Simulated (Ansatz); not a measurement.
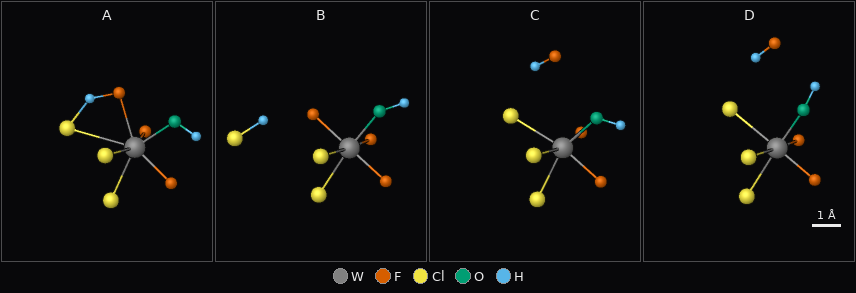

4 geometries from a converged minimum-energy path of WH₂OCl₃F₃, shuffled. The picture is a ball-and-stick view, seen face on.

All numbers below come from RKS PBE/def2-SVP in Ansatz 0.2.0. Settings: 7 movable images; climbing image; force threshold 0.03 eV/Å; iteration limit 60; starting path through a guess of the saddle point.

One of them is the converged climbing image. Which?

A. In order along the path, whose images run from 0 to 8: B (image 1, +0.02 eV), A (image 3, +0.86 eV), C (image 5, +0.72 eV), D (image 7, +0.31 eV). Breaking: Cl–H (1.30 → 2.01 Å), F–W (1.90 → 3.81 Å). Forming: F–H (2.02 → 0.97 Å), Cl–W (4.58 → 2.43 Å).
